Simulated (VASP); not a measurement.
Band structure of AlN (zinc blende). Level of theory: PW91 GGA, VASP's PBE PAW potentials (set 64) (plane waves; VASP).

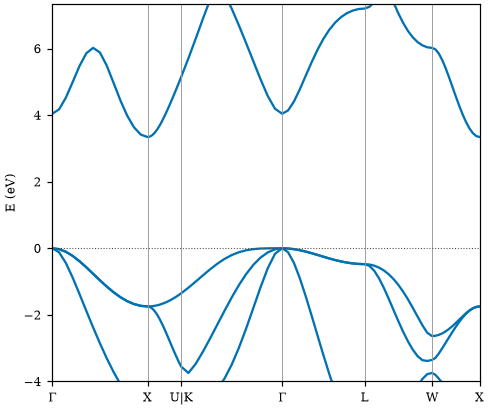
Bands along high-symmetry lines, zero at the valence-band maximum or, without a gap, the Fermi level

Question: Read the plot: is there a gap, and where are the band edges?

Answer: The gap is indirect, 3.34 eV, from the valence maximum at Γ to the conduction minimum at X. (Edges off the drawn lines would not show.)

Measured: gap 5.34 eV (computed value off by -2.00 eV), as given by Daiki Deguchi et al., Japanese Journal of Applied Physics (2016), arXiv:1512.06930.

The compound is AlN in the zinc blende structure, a metastable form; wurtzite is the usual one. It was relaxed first.
